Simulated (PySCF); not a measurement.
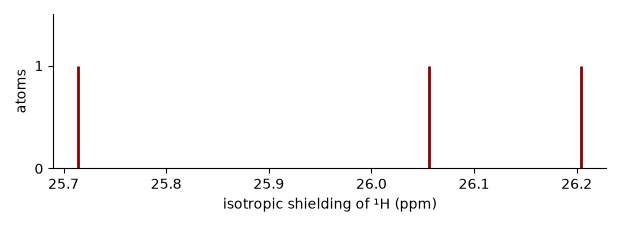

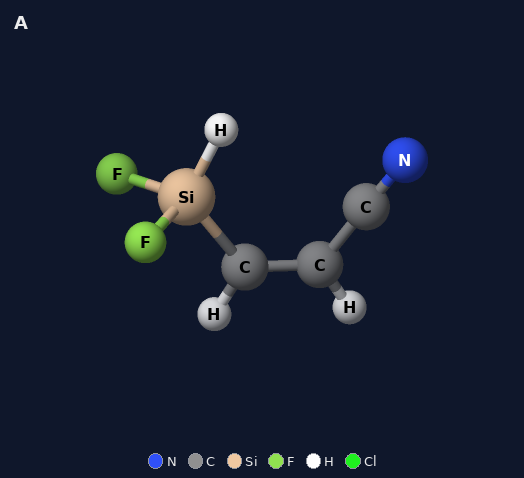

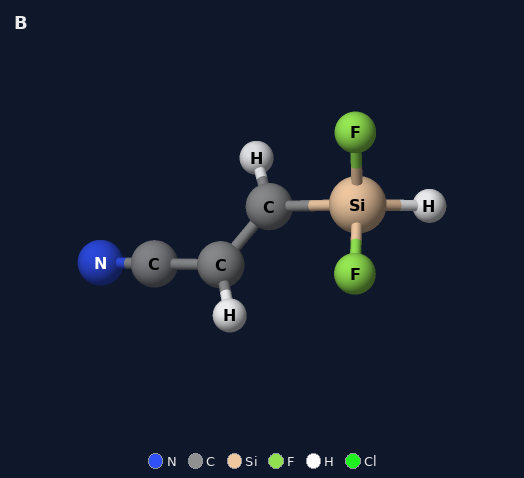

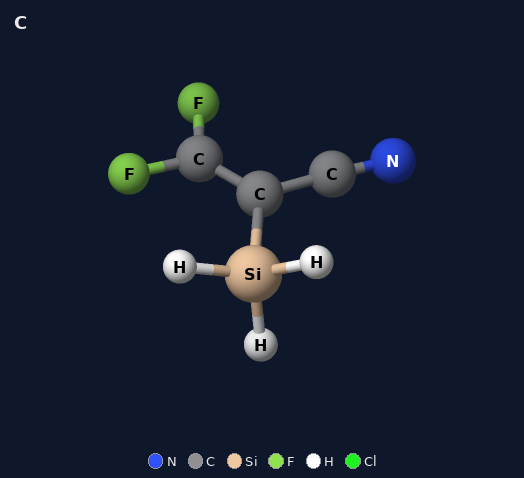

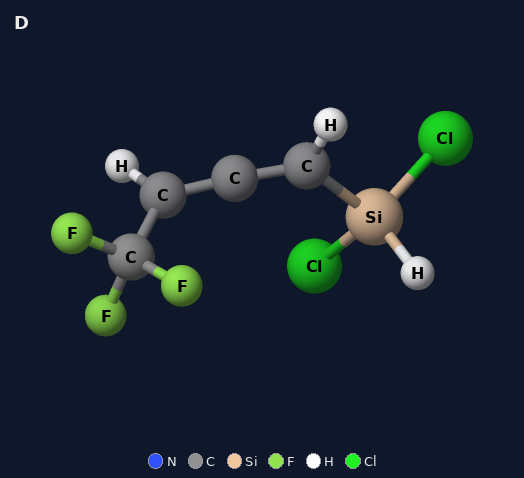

The sticks are computed shieldings of one of the molecules, for one fixed geometry (GFN2-xTB) without averaging over rotations. Low shielding means a high chemical shift. Method: GIAO PBE0/pcSseg-1 NMR shielding, non-relativistic, gas phase (PySCF 2.14.0).

Which molecule gives this pattern?

Answer. D, `FC(F)(F)C=C=C[SiH](Cl)Cl`. Its 3 H atoms give lines at 25.71, 26.06, 26.20 ppm.

The geometry is semi-empirical. Around Si such bond lengths and angles can be off by a tenth of an ångström or more and by several degrees, and values that hang on the shape move with them.
